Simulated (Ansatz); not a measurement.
System: KAsH₆.

```
CELL_PARAMETERS angstrom
-6.27496 -1.43896 1.59159
4.68675 -0.00089 4.68506
-1.15975 6.39776 1.17326
ATOMIC_POSITIONS crystal
K 0.00000 0.00000 0.00000
K 0.66667 0.33333 0.33333
K 0.33333 0.66667 0.66667
As 0.99995 0.99998 0.50001
As 0.33329 0.66665 0.16668
As 0.66662 0.33332 0.83334
H 0.31780 0.86060 0.02435
H 0.98446 0.19393 0.35769
H 0.65113 0.52726 0.69102
H 0.34877 0.47270 0.30900
H 0.01544 0.80603 0.64234
H 0.68210 0.13936 0.97567
H 0.12401 0.65111 0.30851
H 0.45735 0.31777 0.97518
H 0.79068 0.98444 0.64185
H 0.20923 0.01553 0.35818
H 0.54256 0.68220 0.02484
H 0.87590 0.34886 0.69151
H 0.19359 0.20921 0.64217
H 0.52692 0.87587 0.30884
H 0.86026 0.54254 0.97551
H 0.13965 0.45743 0.02451
H 0.47298 0.12409 0.69118
H 0.80632 0.79076 0.35784
```

Space group P-1; a structure from a database of computed crystals, not necessarily the ambient phase; started from the MgZrF6-225 prototype, which need not be the ambient phase; changed on purpose from its base cell (shaken).

Method: Ansatz, DFT, PBEsol, plane waves, PAW.

Q: Predict the valence pseudo-density and electron localisation function between the atoms.

A: As–H (1.64 Å): the density is about 1 e/Å³ at the midpoint; the ELF climbs to about 1 towards the hydrogen, as it does in any bond to H.
K–H (2.72 Å): ρ at the midpoint is about 0.09 e/Å³; the ELF climbs to about 1 towards the hydrogen.

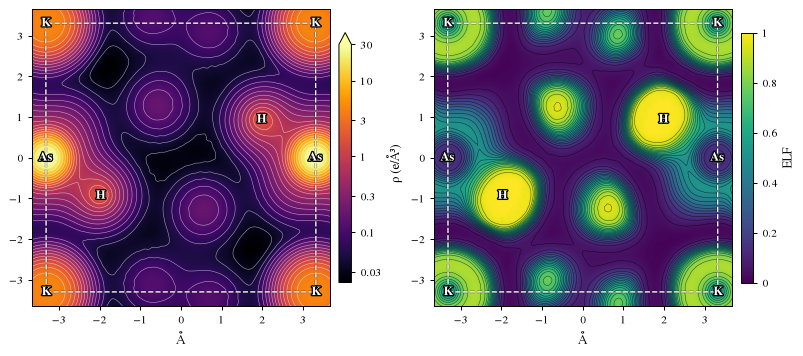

Computed valence pseudo-density and electron localisation function on the (010) plane of the standardised cell, in this order. 

Core electrons are frozen (PAW), and the valence fields are smoothed inside the atomic spheres.
